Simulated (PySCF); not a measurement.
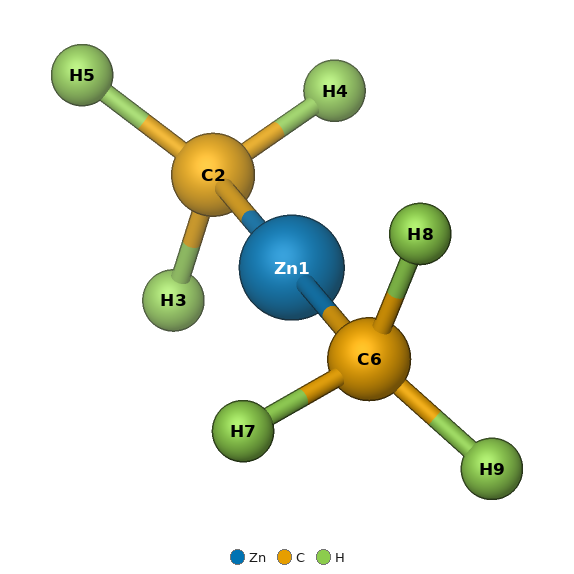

Computed geometry: PBE0-D3(BJ)/def2-SVP optimisation. No frequency run is at hand to confirm it as a minimum. Level of theory: PBE/pcJ-1 (pcSseg-1 on Zn) indirect spin-spin coupling, non-relativistic, gas phase (PySCF 2.14.0). Isotopes: 13C, 1H.

Give the spin–spin coupling constants of these pairs, with the number of bonds between them: H3/H5, H7/H8, H3/C6, H4/C6.

```json
{"pair": "H3, H5", "bonds apart": "2", "J (Hz)": "−12.2"}
{"pair": "H7, H8", "bonds apart": "2", "J (Hz)": "−12.2"}
{"pair": "H3, C6", "bonds apart": "3", "J (Hz)": "−0.9"}
{"pair": "H4, C6", "bonds apart": "3", "J (Hz)": "−0.9"}
```
